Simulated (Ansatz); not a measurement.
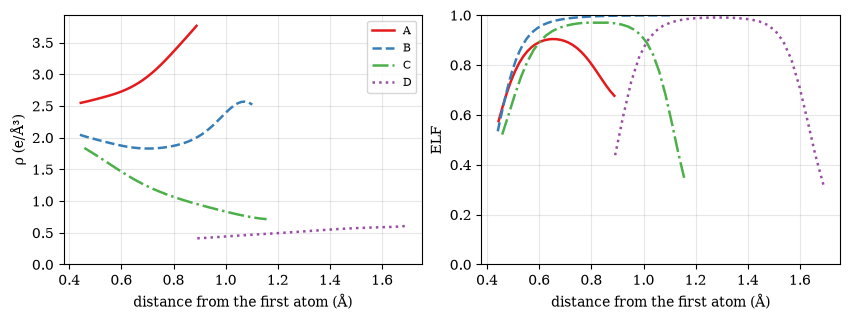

*C₂H₈AlNSi. Total electron density and ELF along straight lines between neighbouring atoms. The curves leave out the atomic cores.*

All numbers below come from RKS PBE0-D4/def2-SVP in Ansatz.

Input

```
crystal:
  periodic: [false, false, false]
  atoms:
    - { symbol: C, position_ang: [-1.5971, -0.5639, 1.4945] }
    - { symbol: "N", position_ang: [-0.3956, -0.2335, 1.5031] }
    - { symbol: C, position_ang: [0.5442, -0.9075, 0.6583] }
    - { symbol: Si, position_ang: [0.5222, -0.3265, -1.114] }
    - { symbol: Al, position_ang: [0.8101, 1.9859, -1.249] }
    - { symbol: H, position_ang: [-2.0329, -1.2808, 0.8285] }
    - { symbol: H, position_ang: [-2.3047, 0.0232, 2.1296] }
    - { symbol: H, position_ang: [-0.904, -1.39575, 1.61992] }
    - { symbol: H, position_ang: [1.5999, -0.6502, 1.0803] }
    - { symbol: H, position_ang: [1.4656, -1.0278, -1.8945] }
    - { symbol: H, position_ang: [-0.8995, -0.6531, -1.6118] }
    - { symbol: H, position_ang: [2.0372, 2.5785, -2.0821] }
    - { symbol: H, position_ang: [-0.2035, 3.0139, -0.4502] }
basis:
  gaussian: { orbitals: def2-SVP }
hamiltonian:
  xc: pbe0
  dispersion: d4
relax:
  f_tol: 0.02
  max_steps: 50
output:
  orbitals: {}
```

Launched as:

```sh
ansatz run input.yaml --threads 2 --pin off --max-ram 3072MiB --backend cpu --events-out ev --progress --plain --runs-dir out
```

The fields are those of the run's last geometry, not of the input's.

Which curve belongs to which contact (Al–Si, C–H, C–N and C–Si)? The first atom named is at distance zero.

Answer. Curve A: C–N (1.27 Å): ρ is about 2.8 e/Å³ halfway; the ELF peaks at about 0.90 between the atoms; a multiple bond. Curve B: C–H (1.10 Å): the density is about 1.9 e/Å³ at the midpoint; the ELF climbs to about 1 towards the hydrogen, as it does in any bond to H (a covalent bond by its length). Curve C: C–Si (1.93 Å): the density is about 0.87 e/Å³ at the midpoint; the ELF peaks at about 1 between the atoms; a shared electron pair. Curve D: Al–Si (2.46 Å): ρ is about 0.5 e/Å³ halfway; the ELF peaks at about 1 between the atoms (a shared electron pair).
